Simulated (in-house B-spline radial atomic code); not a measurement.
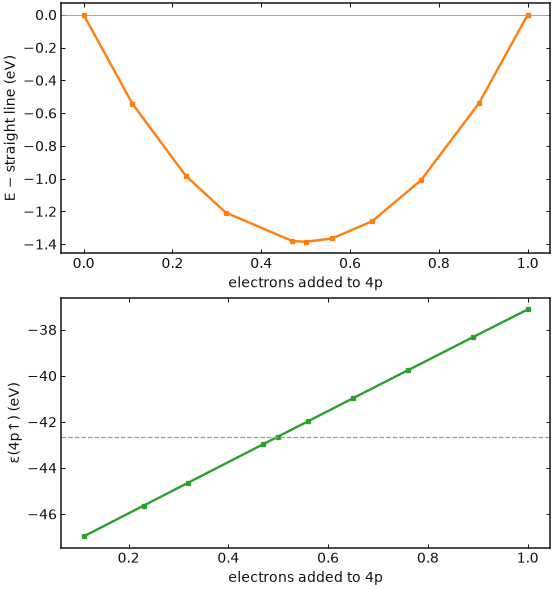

Level of theory: scalar-relativistic (spin-free one-electron X2C) PW91, spin-polarised, spherical fractional occupations, Fermi nucleus, basis-set limit. Computed with an in-house B-spline radial code. The occupation of the 4p shell is varied from Se⁴⁺ ([Ar] 3d10 4s2) to Se³⁺ ([Ar] 3d10 4s2 4p1 (high spin)), with spherical fractional occupations. The plot shows the total energy less the straight line between the end points, and the eigenvalue of 4p↑ (the dashed line is minus the energy to take the whole electron out).

Q: Describe the curve.

A: The curve is convex (below the straight line), with the largest deviation among the points computed, −1.39 eV, at 0.5. The end points differ by 42.6 eV, the energy to take the electron out. The eigenvalue, which is the slope of the energy (Janak's theorem), moves from −47.0 eV at 0.11 to −37.1 eV at 1; for a straight line it would stay constant, and a parabola would sag by an eighth of this change, scaled to a whole electron, 1.38 eV. Convexity is the mark of the delocalisation error, which puts fractional charges too low; for p, d and f shells the spherical spreading of the fraction adds to it.
